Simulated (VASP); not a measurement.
Given:

```xyz
4
Lattice="1.2276 -2.1263 0.0000 1.2276 2.1263 0.0000 0.0000 0.0000 7.1178" Properties=species:S:1:pos:R:3 pbc="T T T"
C      0.0000     0.0000     1.7795
C      0.0000     0.0000     5.3384
C      1.2276     0.7088     1.7795
C      1.2276    -0.7088     5.3384
```

These are MS2 meta-GGA, VASP's PBE PAW potentials (set 64) (plane waves; VASP) values and carry that method's errors. Run with 520 eV cut-off, 11×11×4 Γ-centred mesh, tetrahedra with Blöchl corrections, potentials C.

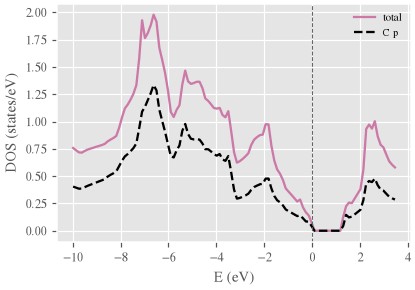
Fig. 1. Total and projected density of states, zero at the Fermi level

Within 2 eV below the Fermi level the largest weight inside VASP's projection spheres is C p.

It has no gap at this level: it comes out as a metal or semimetal.

The compound is C in the graphite structure. It was relaxed first, which changed the volume by +6 %.
